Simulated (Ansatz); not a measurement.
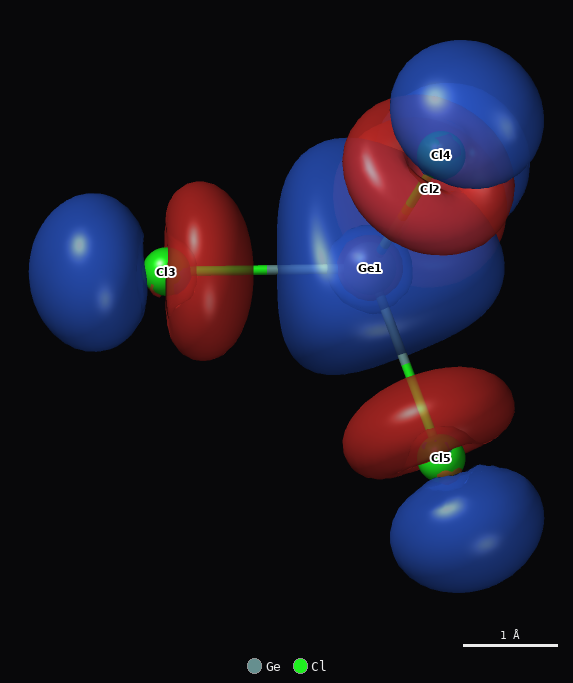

Figure 1: Cl₄Ge. One frontier orbital at ±0.1 Å⁻³ᐟ² (blue and red are the two phases), seen at a tilt.

Level of theory: RKS BLYP-D4/def2-SVP (Ansatz 0.2.0).

```xyz
5

Ge    0.0005    0.0000    0.0004
Cl    0.0002    0.0000    2.1662
Cl    2.0425    0.0000   -0.7212
Cl   -1.0204    1.7684   -0.7216
Cl   -1.0204   -1.7684   -0.7216
```

**Which orbital is it: HOMO or LUMO?**

The LUMO, at −3.42 eV. Its weight (Hirshfeld) is mainly on Ge1 (about 30 %), Cl2 (about 15 %), Cl3 (about 15 %), Cl4 (about 15 %) and Cl5 (about 15 %).
